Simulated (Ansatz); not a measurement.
# CF₆Sn: basis-set convergence

How large a basis does CF₆Sn need? Two functionals are run in growing sets.

Program: Ansatz 0.2.0, Gaussian basis. Level of theory: one geometry, several basis sets. These are calculated values, not measurements.

Plan: PBE0-D4/def2-SVP; ωB97M-V/def2-SVP; PBE0-D4/def2-QZVPP; ωB97M-V/def2-QZVPP; the functionals' def2-TZVPP values are taken from earlier runs.

## 1. The relaxed structure

All runs share one geometry, relaxed beforehand with PBE0-D4 in a triple-zeta def2 set. Sn takes the def2 core potential; no spin-orbit term is included.

SMILES `F[C](F)(F)[Sn]([F])([F])[F]`, 8 atoms, charge 0, spin multiplicity 1.

Atoms are counted from 1 here; the program's logs count them from 0.

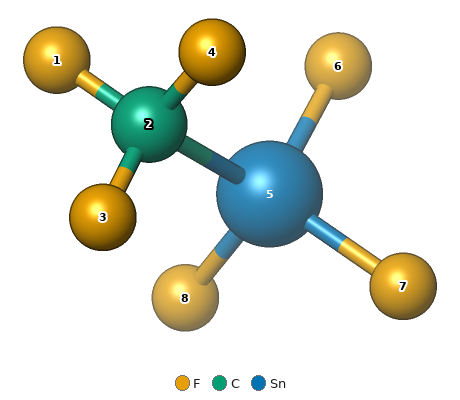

The geometry (fluorine amber, carbon teal, tin blue); atoms are numbered from 1 in the order of the file.

As a file:

```mol
CF6Sn
  3D, bonds by distance, orders not assigned

  8  7  0  0  0  0  0  0  0  0999 V2000
    0.9558   -1.0031    1.5509 F   0  0
    0.9614   -0.6871    0.2600 C   0  0
    0.9411   -1.8099   -0.4505 F   0  0
    2.0873   -0.0352   -0.0110 F   0  0
   -0.7856    0.5632   -0.2310 Sn  0  0
   -0.8142    2.1764    0.7512 F   0  0
   -0.8328    1.0489   -2.0558 F   0  0
   -2.4209   -0.3103    0.1306 F   0  0
  1  2  8  0
  2  3  8  0
  2  4  8  0
  2  5  8  0
  5  6  8  0
  5  7  8  0
  5  8  8  0
M  END
```

## 2. PBE0-D4 in def2-SVP

File in.yaml:

```yaml
crystal:
  periodic: [false, false, false]
  atoms:
    - {symbol: F, position_ang: [0.955813, -1.003109, 1.550866]}
    - {symbol: C, position_ang: [0.961394, -0.687064, 0.260023]}
    - {symbol: F, position_ang: [0.941114, -1.809949, -0.450549]}
    - {symbol: F, position_ang: [2.087341, -0.035153, -0.011047]}
    - {symbol: Sn, position_ang: [-0.785583, 0.563188, -0.231039]}
    - {symbol: F, position_ang: [-0.814235, 2.176429, 0.751155]}
    - {symbol: F, position_ang: [-0.832850, 1.048945, -2.055822]}
    - {symbol: F, position_ang: [-2.420895, -0.310289, 0.130613]}
basis:
  gaussian: {orbitals: def2-SVP}
hamiltonian: {xc: pbe0, dispersion: d4}
output: {orbitals: {seedname: orbitals}}
```

On the command line:

```console
> ansatz run in.yaml --threads 4 --pin off --events-out ev --progress --plain --max-ram 11315MiB
```

The log of the run:

```text
Functional definition: PBE0
  name "PBE0"
  cite "Adamo & Barone, J. Chem. Phys. 110, 6158 (1999) doi:10.1063/1.478522"
  cite "Perdew, Burke & Ernzerhof, Phys. Rev. Lett. 77, 3865 (1996) doi:10.1103/PhysRevLett.77.3865"
  parent pbe
  parameter a = 0.25
  parameter kappa = 0.804
  parameter beta = 0.06672455060314922
  exchange = (1 - a)*pbe_x(kappa = kappa, mu = beta*pi^2/3) + a*exact_x
  correlation = pbe_c(beta = beta)
1260 factors; integrals over basis functions are off by at most 1.0e-3 eV
mean field evaluation 1: about -23133.8633 eV, gradient 6.6e1 eV
mean field evaluation 2: about -23117.2810 eV, gradient 1.2e2 eV
mean field evaluation 4: about -23140.9083 eV, gradient 3.8e0 eV
mean field evaluation 8: about -23141.1527 eV, gradient 1.6e-1 eV
mean field evaluation 16: about -23141.1528 eV, gradient 1.0e-4 eV
mean field -23141.15277711 eV, -850.4216789219 hartree, gradient 2.9e-5 eV, S^2 0.000000; 0 other end points of the search recorded, 0 dependent functions left out
reference -23141.15280515 eV, -850.4216799525 hartree; 41, 41 occupied and 83, 83 virtual orbitals, 1260 factors
Total energy: -23141.31479512 eV, -850.4276329742 hartree
```

Run time: 1.3 s. Hardware: 4 threads of Arm Neoverse V2, shared host; peak memory 0.31 GiB.

## 3. ωB97M-V in def2-SVP

Edit in.yaml of step 2 so:

```diff
@@ -13,3 +13,3 @@
   gaussian: {orbitals: def2-SVP}
-hamiltonian: {xc: pbe0, dispersion: d4}
+hamiltonian: {xc: {name: wB97M-V}}
 output: {orbitals: {seedname: orbitals}}
```

The command is unchanged.

The log of the run (excerpt; [...] marks lines left out):

```text
Functional definition: wB97M-V
  name "wB97M-V"
  cite "Mardirossian & Head-Gordon, J. Chem. Phys. 144, 214110 (2016) doi:10.1063/1.4952647"
  cite "Becke, J. Chem. Phys. 107, 8554 (1997) doi:10.1063/1.475007"
  cite "Vydrov & Van Voorhis, J. Chem. Phys. 133, 244103 (2010) doi:10.1063/1.3521275"
  # Of w^i u^j: cxij and so on, Table III.
[...]
  gx(w, u) = 1 - cx + cx01*u + cx10*w
  gss(w, u) = css00 + css04*u^4 + css10*w + css20*w^2 + css43*w^4*u^3
  gos(w, u) = cos00 + cos10*w + (cos20 + cos21*u)*w^2 + (cos60 + cos61*u)*w^6
[...]
      + integral(e_c_pw_mod_opposite_spin*gos(b97_w_opposite, b97_u_opposite)) + vv10(b, c)
1260 factors; integrals over basis functions are off by at most 1.0e-3 eV
245 factors; integrals over basis functions are off by at most 1.3e-6 eV
[...]
mean field -23152.07671299 eV, -850.8231261611 hartree, gradient 6.1e-5 eV, S^2 0.000000; 0 other end points of the search recorded, 0 dependent functions left out
reference -23152.07675791 eV, -850.8231278118 hartree; 41, 41 occupied and 83, 83 virtual orbitals, 1260 factors
Total energy: -23152.07675791 eV, -850.8231278118 hartree
```

It took 6 s on 4 threads of Arm Neoverse V2, shared host; peak memory 0.45 GiB.

## 4. PBE0-D4 in def2-QZVPP

Edit in.yaml of step 3 so:

```diff
@@ -12,4 +12,4 @@
 basis:
-  gaussian: {orbitals: def2-SVP}
-hamiltonian: {xc: {name: wB97M-V}}
+  gaussian: {orbitals: "def2-QZVPP.json"}
+hamiltonian: {xc: pbe0, dispersion: d4}
 output: {orbitals: {seedname: orbitals}}
```

The command is unchanged.

The log of the run:

```text
Functional definition: PBE0
  name "PBE0"
  cite "Adamo & Barone, J. Chem. Phys. 110, 6158 (1999) doi:10.1063/1.478522"
  cite "Perdew, Burke & Ernzerhof, Phys. Rev. Lett. 77, 3865 (1996) doi:10.1103/PhysRevLett.77.3865"
  parent pbe
  parameter a = 0.25
  parameter kappa = 0.804
  parameter beta = 0.06672455060314922
  exchange = (1 - a)*pbe_x(kappa = kappa, mu = beta*pi^2/3) + a*exact_x
  correlation = pbe_c(beta = beta)
1746 factors; their error is unknown
mean field evaluation 1: about -23156.8868 eV, gradient 7.3e1 eV
mean field evaluation 2: about -23138.4997 eV, gradient 1.4e2 eV
mean field evaluation 4: about -23164.1835 eV, gradient 4.0e0 eV
mean field evaluation 8: about -23164.2773 eV, gradient 7.3e-1 eV
mean field evaluation 16: about -23164.2776 eV, gradient 2.1e-4 eV
mean field -23164.27762430 eV, -851.2715013817 hartree, gradient 3.1e-5 eV, S^2 0.000000; 0 other end points of the search recorded, 0 dependent functions left out
reference -23164.27765791 eV, -851.2715026167 hartree; 41, 41 occupied and 440, 440 virtual orbitals, 1746 factors
Total energy: -23164.43964788 eV, -851.2774556385 hartree
```

Wall time 8.5 s (4 threads of Arm Neoverse V2, shared host); peak memory 2 GiB.

## 5. ωB97M-V in def2-QZVPP

Edit in.yaml of step 4 so:

```diff
@@ -13,3 +13,3 @@
   gaussian: {orbitals: "def2-QZVPP.json"}
-hamiltonian: {xc: pbe0, dispersion: d4}
+hamiltonian: {xc: {name: wB97M-V}}
 output: {orbitals: {seedname: orbitals}}
```

Launched as before.

The log of the run (excerpt; [...] marks lines left out):

```text
Functional definition: wB97M-V
  name "wB97M-V"
  cite "Mardirossian & Head-Gordon, J. Chem. Phys. 144, 214110 (2016) doi:10.1063/1.4952647"
  cite "Becke, J. Chem. Phys. 107, 8554 (1997) doi:10.1063/1.475007"
  cite "Vydrov & Van Voorhis, J. Chem. Phys. 133, 244103 (2010) doi:10.1063/1.3521275"
  # Of w^i u^j: cxij and so on, Table III.
[...]
  gx(w, u) = 1 - cx + cx01*u + cx10*w
  gss(w, u) = css00 + css04*u^4 + css10*w + css20*w^2 + css43*w^4*u^3
  gos(w, u) = cos00 + cos10*w + (cos20 + cos21*u)*w^2 + (cos60 + cos61*u)*w^6
[...]
      + integral(e_c_pw_mod_opposite_spin*gos(b97_w_opposite, b97_u_opposite)) + vv10(b, c)
1729 factors; their error is unknown
284 factors; integrals over basis functions are off by at most 1.0e-5 eV
[...]
mean field -23175.55253711 eV, -851.6858467849 hartree, gradient 2.3e-5 eV, S^2 0.000000; 0 other end points of the search recorded, 0 dependent functions left out
reference -23175.55259569 eV, -851.6858489378 hartree; 41, 41 occupied and 440, 440 virtual orbitals, 1729 factors
Total energy: -23175.55259569 eV, -851.6858489378 hartree
```

It took 19 s on 4 threads of Arm Neoverse V2, shared host; peak memory 2.4 GiB.

## 6. Density functionals: the series

The def2-TZVPP values come from earlier runs at the same geometry.

```tsv
functional	basis	functions	energy (eV)	from the largest (eV)	HOMO (eV)	LUMO (eV)
PBE0-D4	def2-SVP	124	-23141.3148	23.125	-10.29	-2.69
PBE0-D4	def2-TZVPP	267	-23163.4191	1.021	-10.42	-2.90
PBE0-D4	def2-QZVPP	481	-23164.4396	0.000	-10.44	-2.95
ωB97M-V	def2-SVP	124	-23152.0768	23.476	-12.48	-0.52
ωB97M-V	def2-TZVPP	267	-23174.5919	0.961	-12.65	-0.78
ωB97M-V	def2-QZVPP	481	-23175.5526	0.000	-12.67	-0.90
```

## 7. Summary of results

| quantity | value |
| --- | --- |
| PBE0-D4: double and triple zeta above quadruple | 23.12, 1.02 eV |
| ωB97M-V: double and triple zeta above quadruple | 23.48, 0.96 eV |

For PBE0-D4 the step from double to triple zeta gains 22.10 eV and the next only 1.02 eV. Total energies overstate the basis error of differences, where much of it tends to cancel.

For PBE0-D4 the largest set took about 7 times as long as the smallest (8.5 s against 1.3 s).
